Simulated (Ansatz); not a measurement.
# BaTiO3 (Pm-3m): converging the G0W0 gap, part 2 of 2

Wanted: a G0W0 gap for BaTiO3 (Pm-3m) that is converged in bands and cutoff, or an estimate of the limit.

Ansatz 0.2.0; G0W0 on PBE, plane waves, PAW. Known limits of the many-body steps: not at the basis limit; no spin-orbit coupling.

So far. Step 2 (168 empty bands, screening to 110 eV): The gap on the mesh goes from 1.80 eV to 3.18 eV, a correction of +1.38 eV. Between the two edge states, bare exchange in place of the xc potential would open the gap by 12.66 eV, and correlation takes back 11.27 eV. Step 3 (382 empty bands, screening to 190 eV): Against the run with 6×6×6 mesh, 168 empty bands, screening to 110 eV, hard PAW files, the gap moves by +0.03 eV.

## Step 4: 647 empty bands, screening to 270 eV

input.yaml reads:

```yaml
crystal:
  lattice:
    - [4.006, 0.0, 0.0]
    - [0.0, 4.006, 0.0]
    - [0.0, 0.0, 4.006]
  atoms:
    - { symbol: Ba, position: [0.5, 0.5, 0.5] }
    - { symbol: Ti, position: [0.0, 0.0, 0.0] }
    - { symbol: O, position: [0.5, 0.0, 0.0] }
    - { symbol: O, position: [0.0, 0.5, 0.0] }
    - { symbol: O, position: [0.0, 0.0, 0.5] }
kpoints:
  mp_grid: { grid: [6, 6, 6] }
hamiltonian:
  xc: pbe
  pseudopotentials: { kind: paw, source: ansatz }
scf:
  occupations: { method: fixed }
gw:
  n_empty_bands: 647
  ecut_chi: 270.0
  qp_bands: [v2, c2]
  qp_kpoints: band_edges
  screening: { model: contour_deformation }
```

The run is started by

```sh
$ ansatz run input.yaml --threads 4 --pin off --max-ram 138240MiB --backend cuda --events-out ev --progress --plain --runs-dir out --devices 1 --max-vram 26GiB
```

Numbers of over 12 decimals in the logs are rounded to 6 here.

The program printed:

```text
GPUs: using 1 of 1 available (devices: 1).
[...]
GPU FFT provider: cuFFT
GPU libraries: cuBLAS 13.8.2, cuFFT 12.4.0, cuSOLVER 12.3.4
Crystal: 5 atoms, lattice volume = 64.288 Å³
Basis set: ecut = 930 eV, 4139 PW (Γ)
Bands: 25, of which v1, the nominal top of the filled ones, is band 20 counted from 1 (19 counted from 0)
Symmetry: 48 space group operations
[...]
k-points: 20 of 216
[...]
1    22     12.5986   -13.6540    -6.6490   -21.0887  0.7124    13.3985    13.3843  root
[...]
19    19     10.2899   -25.8376     4.4270   -20.7754  0.7025     9.6446     9.6547  root
    19    20     10.2899   -25.8376     4.4270   -20.7754  0.7025     9.6446     9.6547  root
    19    21     14.4801   -14.6921    -8.2017   -23.6971  0.6516    15.3130    15.2833  root
    19    22     14.4801   -14.6921    -8.2017   -23.6971  0.6516    15.3130    15.2833  root
[key lines of the parts left out:]
SCF converged after 10 iterations
Free energy (F): -10144.574156 eV
Fermi energy:    10.289876 eV
```

The job ended after 2 min (1 × NVIDIA H100 80GB HBM3 (shared by 3 runs) with 4 threads of AMD EPYC 7R13 (Zen 3), shared host; peak memory 3.8 GiB; 3.1 min of CPU time).

Numbers from this step:

- bands summed: 667
- RPA ε∞ on this mesh (eigenvalues): 6.483, 6.483, 6.483
- plane waves in the screening matrix: 619
- G0W0 gap on the mesh: 3.246 eV
- k of the valence top: -0.5, -0.5, -0.5
- k of the conduction bottom: 0, 0, 0
- starting gap on the mesh: 1.798 eV
- least direct G0W0 gap on the computed points: 3.381 eV

Against the run with 6×6×6 mesh, 382 empty bands, screening to 190 eV, hard PAW files, the gap moves by +0.03 eV.

## Step 5: 1081 empty bands, screening to 380 eV

input.yaml, as its differences from that of step 4:

```diff
@@ -19,4 +19,4 @@
 gw:
-  n_empty_bands: 647
-  ecut_chi: 270.0
+  n_empty_bands: 1081
+  ecut_chi: 380
   qp_bands: [v2, c2]
```

The program printed:

```text
GPUs: using 1 of 1 available (devices: 1).
[...]
GPU FFT provider: cuFFT
GPU libraries: cuBLAS 13.8.2, cuFFT 12.4.0, cuSOLVER 12.3.4
Crystal: 5 atoms, lattice volume = 64.288 Å³
Basis set: ecut = 930 eV, 4139 PW (Γ)
Bands: 25, of which v1, the nominal top of the filled ones, is band 20 counted from 1 (19 counted from 0)
Symmetry: 48 space group operations
[...]
k-points: 20 of 216
[...]
1    22     12.5986   -13.6540    -6.7475   -21.0887  0.7111    13.2965    13.2858  root
[...]
19    19     10.2899   -25.8376     4.3115   -20.7754  0.7010     9.5248     9.5392  root
    19    20     10.2899   -25.8376     4.3115   -20.7754  0.7010     9.5248     9.5392  root
    19    21     14.4801   -14.6921    -8.3130   -23.6971  0.6496    15.1937    15.1720  root
    19    22     14.4801   -14.6921    -8.3130   -23.6971  0.6496    15.1937    15.1720  root
[key lines of the parts left out:]
SCF converged after 10 iterations
Free energy (F): -10144.574156 eV
Fermi energy:    10.289876 eV
```

Elapsed: 4.7 min, on 1 × NVIDIA H100 80GB HBM3 (shared by 3 runs) with 4 threads; peak memory 7 GiB; 8.3 min of CPU time.

Numbers from this step:

| Quantity | Value |
| --- | --- |
| bands summed | 1101 |
| RPA ε∞ on this mesh (eigenvalues) | 6.479, 6.479, 6.479 |
| plane waves in the screening matrix | 1045 |
| G0W0 gap on the mesh | 3.272 eV |
| k of the valence top | -0.5, -0.5, -0.5 |
| k of the conduction bottom | 0, 0, 0 |
| starting gap on the mesh | 1.798 eV |
| least direct G0W0 gap on the computed points | 3.414 eV |

Against the run with 6×6×6 mesh, 647 empty bands, screening to 270 eV, hard PAW files, the gap moves by +0.03 eV.

## Step 6: Side by side

Times are wall times on 1 × NVIDIA H100 80GB HBM3 (shared by 3 runs) with 4 threads of AMD EPYC 7R13 (Zen 3), shared host, good to a factor of about two.

| mesh | files | frequency | bands summed | cutoff (eV) | start (eV) | G0W0 (eV) | time | host memory (GiB) |
| --- | --- | --- | --- | --- | --- | --- | --- | --- |
| 6×6×6 | hard PAW | contour deformation | 188 | 110 | 1.798 | 3.182 | 40 s | 1.5 |
| 6×6×6 | hard PAW | contour deformation | 402 | 190 | 1.798 | 3.214 | 63 s | 2.3 |
| 6×6×6 | hard PAW | contour deformation | 667 | 270 | 1.798 | 3.246 | 2 min | 3.8 |
| 6×6×6 | hard PAW | contour deformation | 1101 | 380 | 1.798 | 3.272 | 4.7 min | 7.0 |

The parts of the quasiparticle energy at the two band edges (eV; QP = start + Σx + Σc − Vxc):

```csv
run,edge,start,Σx,Σc,Vxc,Z,QP
188 bands,valence top,10.29,-25.84,4.87,-20.78,0.71,10.10
188 bands,conduction bottom,12.09,-12.66,-6.40,-20.26,0.73,13.28
402 bands,valence top,10.29,-25.84,4.59,-20.78,0.70,9.82
402 bands,conduction bottom,12.09,-12.66,-6.65,-20.26,0.73,13.03
667 bands,valence top,10.29,-25.84,4.43,-20.78,0.70,9.65
667 bands,conduction bottom,12.09,-12.66,-6.78,-20.26,0.73,12.90
1101 bands,valence top,10.29,-25.84,4.31,-20.78,0.70,9.54
1101 bands,conduction bottom,12.09,-12.66,-6.87,-20.26,0.72,12.81
```

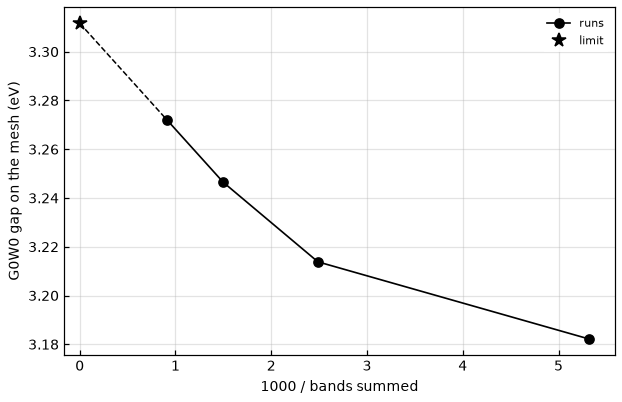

The gap against one over the number of bands; the dashed line carries the two highest rungs to the limit.

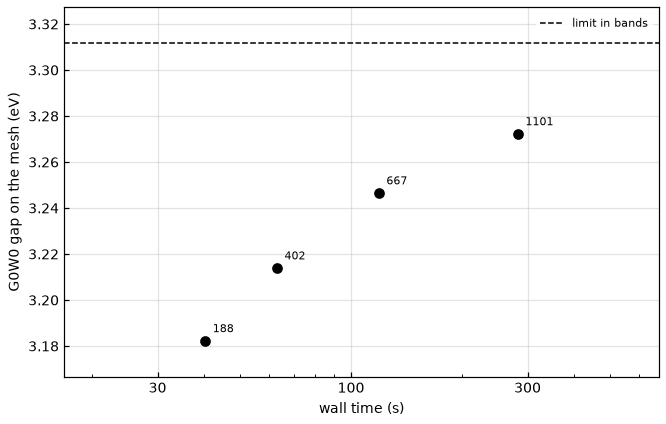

Result against wall time.

## Step 7: Summary of results

```yaml
188_bands_110_ev: 3.182 eV
402_bands_190_ev: 3.214 eV
667_bands_270_ev: 3.246 eV
1101_bands_380_ev: 3.272 eV
estimated_limit_in_bands_and_cutoff: 3.31 eV
mesh_and_start: 6×6×6, PBE
```

In words: A line in one over the bands through the two highest rungs gives 3.31 eV, +0.04 eV from the top rung; the pair below gives 3.30 eV, in fair agreement. The rungs stand 0.13 eV (188 bands), 0.10 eV (402 bands), 0.07 eV (667 bands) and 0.04 eV (1101 bands) from it. From 188 to 1101 bands the gap moves by +0.09 eV while the time grows 7.0-fold. Σc changes by −0.56 eV at the valence top and −0.47 eV at the conduction bottom, so the levels themselves move more than the gap between them. The cheapest rung within 0.1 eV of this estimate is that with 402 bands (63 s). Gaps are over the mesh's points; an edge off the mesh would be missed. This is the ideal cubic cell; many perovskites, halides above all, are cubic only on average, and local tilts or off-centring can widen the gap. The many-body steps are scalar-relativistic: spin-orbit coupling is not in them.

[Paths, hosts, dates, memory and timing lines, banners, echoed tables and standing remarks are left out of the program output.]

[Logs are printed without paths, hosts, clocks, repeated set-up lines and the standing remarks that a program may print on its own settings, such as how far it seeks lower states.]

[Runs of the session that timed out or met a known fault of the program may be left out.]

[Cells called generated may have been cut or substituted from an entry of the Crystallography Open Database or the Materials Project.]

[Hosts, paths, dates, database ids (printed as entryN), source tags and the programs' standing remarks are cut or masked in the printed files.]
